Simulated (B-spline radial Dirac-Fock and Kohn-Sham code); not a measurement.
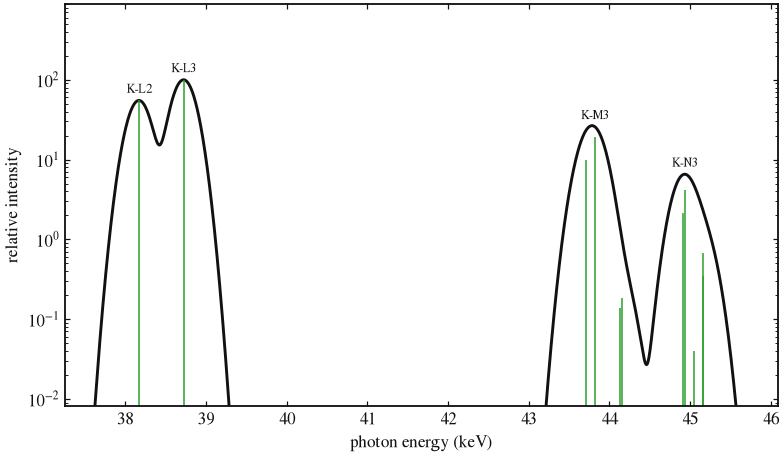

X-ray emission lines that fill a K (1s) hole, broadened by a Gaussian of 310 eV full width, as by a silicon detector, on a logarithmic intensity axis. Multiplet splitting by the open shell is left out. Species: Pm³⁺ ([Xe] 4f4), inside a Watson sphere of charge −3 and radius 2.7 Å that stands in for a crystal. The calculation used independent-particle rates on relativistic LDA orbitals of the hole state (multipoles to L = 3), energies from Dirac–Fock ΔSCF (a B-spline radial atomic code).

**How far apart are K-L3 (Kα1) and K-L2 (Kα2), and what is their intensity ratio?**

553 eV apart, with K-L2 at 0.55 of the intensity of K-L3.
